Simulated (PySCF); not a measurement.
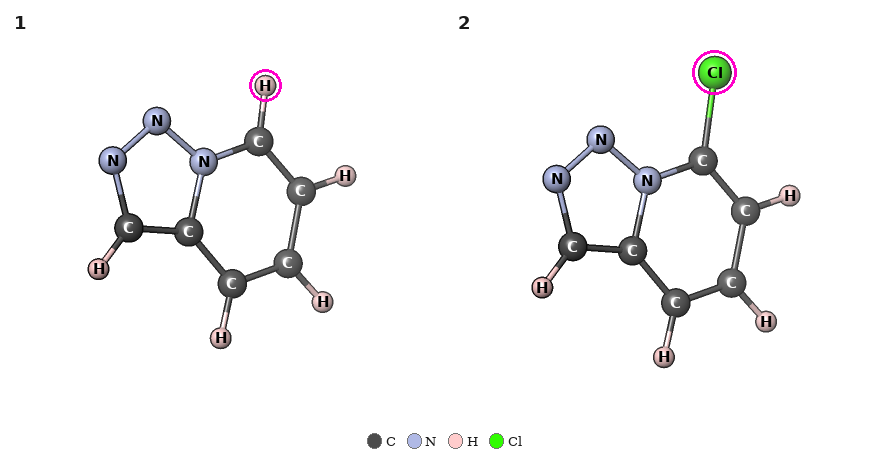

2 molecules with one skeleton, seen from the same side and at one scale; the atom that differs is circled. Charge 0, singlet. Computed geometries: GFN2-xTB optimisations, one conformation each. Properties computed with PySCF 2.14.0.

One atom differs, called X below: H in panel 1, Cl in panel 2. Their formulas are C6H5N3 (`c1ccn2nncc2c1`), C6H4ClN3 (`Clc1cccc2cnnn12`).

> In which is the GIAO shielding of the C bonded to X larger (PBE0/pcSseg-1)?

In panel 1 (X = H).

> In which is the length of X–C larger (GFN2-xTB)?

In panel 2 (X = Cl).

Give the values. With GFN2-xTB: length of X–C (Å), angle C–C–X (°). With PBE0/pcSseg-1: dipole moment (D), HOMO energy (Kohn–Sham orbital) (eV), HOMO–LUMO gap (eV), Hirshfeld charge of X (e), GIAO shielding of the C bonded to X (ppm).

```tsv
quantity	1 (H)	2 (Cl)	2 − 1
length of X–C (Å)	1.078	1.711	+0.633
angle C–C–X (°)	124.9	124.1	−0.8
dipole moment (D)	4.81	5.11	+0.30
HOMO energy (Kohn–Sham orbital) (eV)	−6.62	−6.73	−0.11
HOMO–LUMO gap (eV)	5.13	5.04	−0.09
Hirshfeld charge of X (e)	0.07	0.02	−0.05
GIAO shielding of the C bonded to X (ppm)	57.2	48.1	−9.1
```
